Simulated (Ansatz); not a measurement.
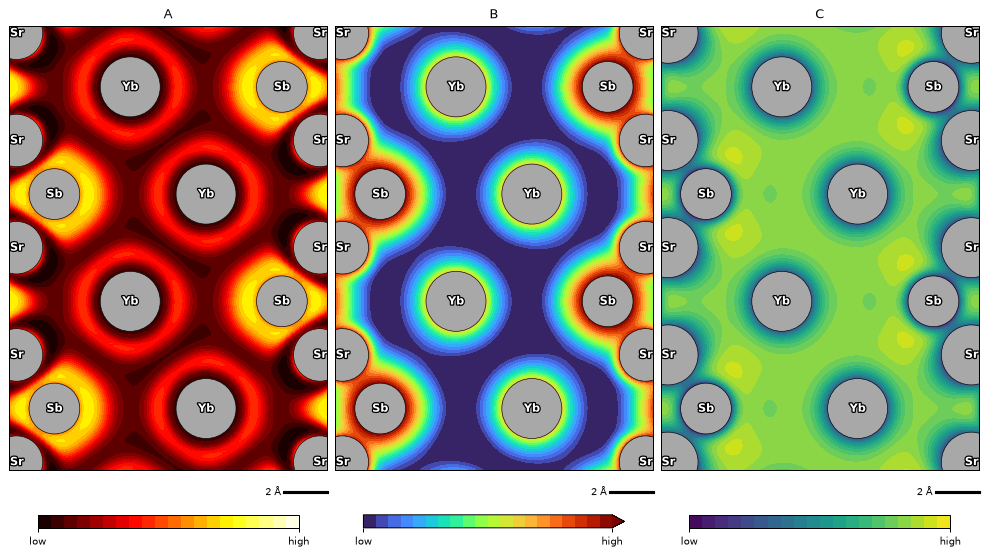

Sr2YbSb: 3 fields on the (110) plane of the conventional cell, with unlabelled colour scales. Grey discs cover the atomic cores.

Space group Fd-3m; a structure generated by program, which may or may not match a known phase; computed without spin polarisation; no Hubbard U on the f states and no spin–orbit coupling.

The calculation used DFT PBE, scalar-relativistic, plane waves, PAW (Ansatz 0.2.0).

> Match the panels to the quantities (electron localisation function, electrostatic potential energy of an electron and valence pseudo-density).

Panel A: electron localisation function. Panel B: valence pseudo-density. Panel C: electrostatic potential energy of an electron (low next to the atoms, rising into the space between them). From the grid: Sr–Sb (3.07 Å): ρ at the midpoint is about 0.22 e/Å³; the ELF peaks at about 0.60 in the valence shell of Sb, 1.3 Å from its nucleus, and drops to about 0.15 between the two atoms: no localised pair shows between them.
